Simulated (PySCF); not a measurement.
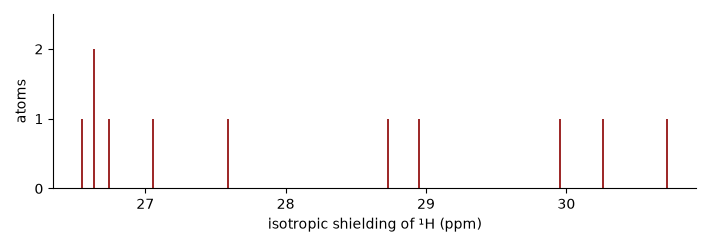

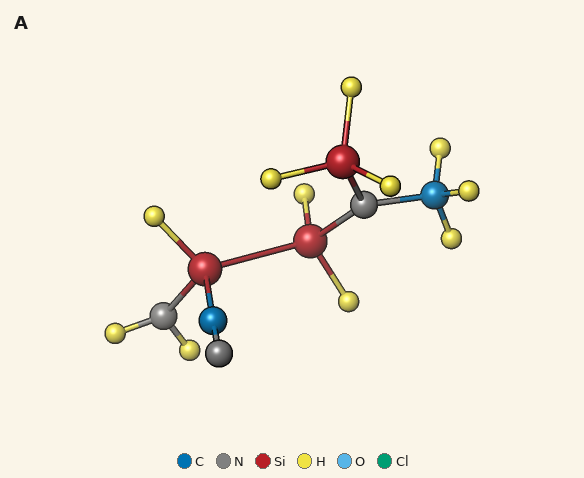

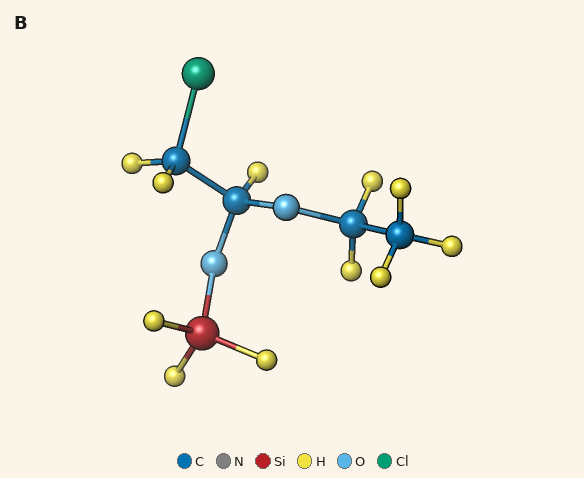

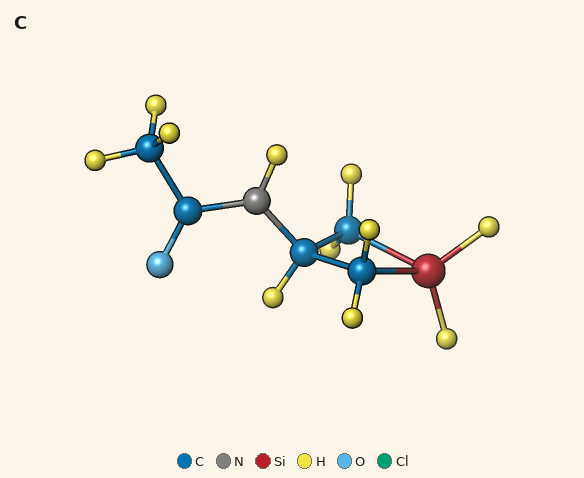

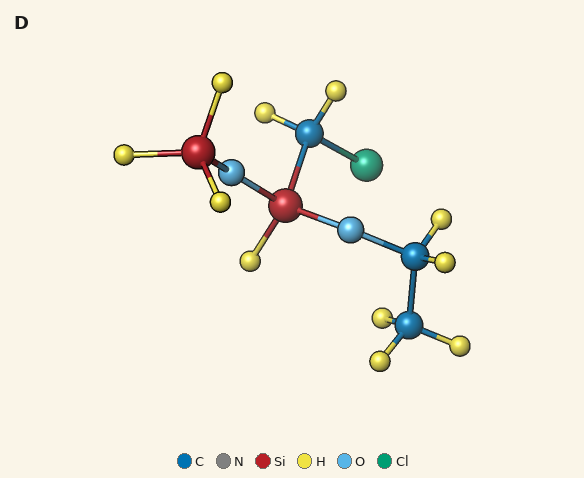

The sticks are computed shieldings of one of the molecules, for one fixed geometry (GFN2-xTB) without averaging over rotations. Low shielding means a high chemical shift. Method: GIAO PBE0/pcSseg-1 NMR shielding, non-relativistic, gas phase (PySCF 2.14.0).

**Match the spectrum to a structure.**

D, `CCO[Si@H](CCl)O[SiH3]`. Its 11 H atoms give lines at 26.55, 26.63 (2 atoms), 26.74, 27.05, 27.59, 28.73, 28.95, 29.96, 30.26, 30.72 ppm.

The geometry is semi-empirical. Around Si such bond lengths and angles can be off by a tenth of an ångström or more and by several degrees, and values that hang on the shape move with them.
